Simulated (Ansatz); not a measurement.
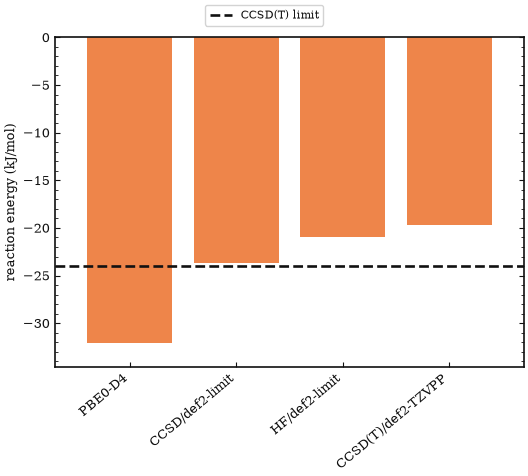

Electronic reaction energy of BH₂TeCl (ClB[TeH]) + SiH₄SO₃ (O[Si](O)(O)S) → BH₂OCl (OBCl) + SiH₄TeSO₂ (O[Si](O)(S)[TeH]) (SMILES in brackets) at several levels (functionals in def2-TZVPP unless a basis is named), isolated molecules at PBE0-D4 triple-zeta geometries, minima by their frequencies, no zero-point or thermal terms, the Ansatz code. The line is frozen-core CCSD(T) at the basis limit (MP2 extrapolated from triple and quadruple zeta, plus CCSD(T) less MP2 in a smaller set). The distance of CCSD(T)/def2-TZVPP to the limit includes basis error. Core potentials past Kr. The limit lies 4.2 kJ/mol from CCSD(T)/def2-TZVPP, so the line itself is uncertain by a part of that.

> What do zero-point energy and temperature add?

Zero-point change 2.3 kJ/mol; at 298.15 K and 1 bar the CCSD(T) limit plus thermal terms gives an enthalpy of reaction of −20.8 and a free energy of −22.7 kJ/mol (harmonic PBE0-D4 modes, ideal gas).

> Give the values.

```csv
level,kJ/mol,less CCSD(T) limit
PBE0-D4,−32.1,−8.1
CCSD/def2-limit,−23.7,0.2
HF/def2-limit,−21.0,3.0
CCSD(T)/def2-TZVPP,−19.7,4.2
CCSD(T) limit,−24.0,0.0
```

Caveats: outer-core shells are correlated without core-valence functions, which makes the correlated values less sure; spin-orbit coupling is left out, and with Te it can shift these values.
